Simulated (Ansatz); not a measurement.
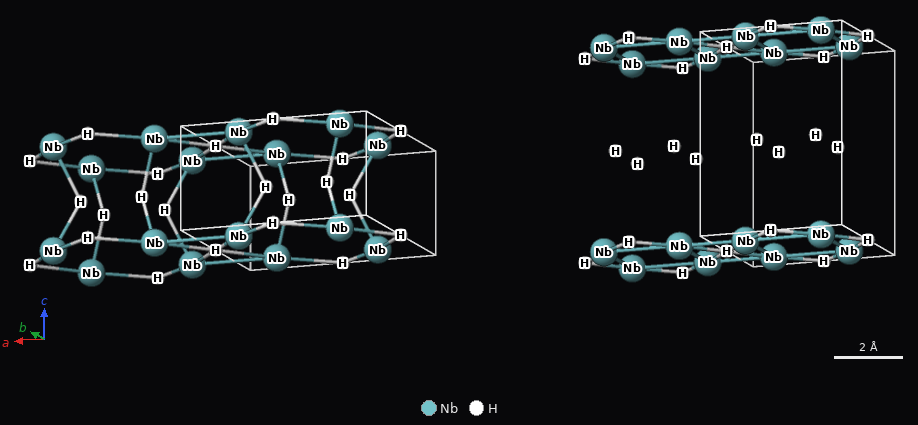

Two geometries of a crystal of Nb2H3 (a generated structure, set up in P4/mmm) (coarse preliminary run), drawn at one scale. One is the start of a relaxation, the other its converged end. A ball-and-stick model of the cell of the calculation, repeated 2 × 1 × 1 with one cell outlined, seen from a free direction.

The calculation used DFT PBE, scalar-relativistic, plane waves, PAW (Ansatz 0.2.0). Settings: plane-wave cutoff 420 eV; k-point mesh 4 × 4 × 4; occupations gaussian; smearing width 0.1 eV; no spin polarisation; cell and atoms relaxed; force threshold 0.04 eV/Å; at most 70 steps.

### Which one is relaxed?

The left one is the relaxed one. The largest moves relative to the cell, 0.35 Å, are those of H atoms. Largest moves by element: H 0.35 Å, Nb 0.05 Å. Cell: a = b 4.474 → 5.859 Å (+31.0 %), c 6.195 → 3.155 Å (−49.1 %). Volume −12.6 %. Among the contacts that change: Nb–Nb 6.195 → 3.155 Å, H–Nb 3.120 → 1.812 Å, Nb–Nb 3.171 → 4.160 Å, Nb–Nb 2.953 → 3.769 Å. New bonds form: H–Nb (3.12 → 1.81 Å). Bonds break: Nb–Nb (2.39 → 3.19 Å). Among the angles between lasting bonds that change: Nb–H–Nb 82.4° → 79.7°, Nb–H–Nb 97.6° → 100.3°, H–Nb–H 172.4° → 169.7°. The space group stays P4/mmm (No. 123). After 16 accepted moves (18 points after the start) the energy has fallen by 2556 meV per atom. Largest force component: 5.5 eV/Å at the start, 0.021 eV/Å at the end. Pressure: 65.55 GPa at the start and 0.09 GPa at the end. The SCF was repeated twice at an unchanged geometry on a basis and grid sized afresh for the cell, which shifted the energy by 41.6 meV per atom at most.
